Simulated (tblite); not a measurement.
# C4H11NOSi2: the cost of one run

Computed with tblite 0.8.0 and PySCF 2.14.0, with density-fitted response routines of our own, on a single molecule in the gas phase. Atoms count from 0, in the outputs and in this text.

## Step 1: The molecule as given

19 atoms, charge 0, multiplicity 1; geometry from: force field or distance geometry start.

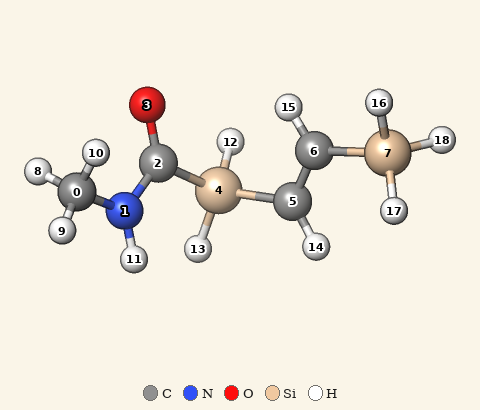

As it starts; carbon grey, nitrogen blue, oxygen red, silicon light orange, hydrogen white, atoms numbered; sticks join atoms by distance.

## Step 2: Optimising the geometry with GFN2-xTB

The job: settings as JSON, then the geometry in Å.

```
{"job": {"kind": "relax", "xc": "GFN2-xTB", "basis": "xTB"}, "charge": 0, "multiplicity": 1}
C     -3.002800     1.539600     0.464600
N     -2.152000     0.415800     0.810500
C     -1.496100    -0.284100    -0.241000
O     -1.649400     0.043700    -1.467100
Si    -0.422100    -1.708100     0.266500
C      1.264300    -1.022600     0.632300
C      1.861200    -0.377400    -0.379000
Si     3.548600     0.373700    -0.191500
H     -3.889600     1.106900    -0.046700
H     -3.249700     2.169800     1.336500
H     -2.476900     2.170000    -0.297500
H     -2.021200     0.131400     1.832100
H     -0.273500    -2.648500    -0.849200
H     -0.998500    -2.351400     1.439400
H      1.728200    -1.133100     1.611000
H      1.344500    -0.291400    -1.316900
H      3.557600     1.495600    -1.174200
H      3.739900     1.001800     1.107800
H      4.577700    -0.622200    -0.514700
```

Started as:

```sh
OMP_NUM_THREADS=1 python probes_run.py task.json out
```

One launch serves the whole session: the jobs run in the order shown.

Q: Estimate the wall time of this first job on 1 thread of Arm Neoverse N1, shared host.

About 2.5 s.
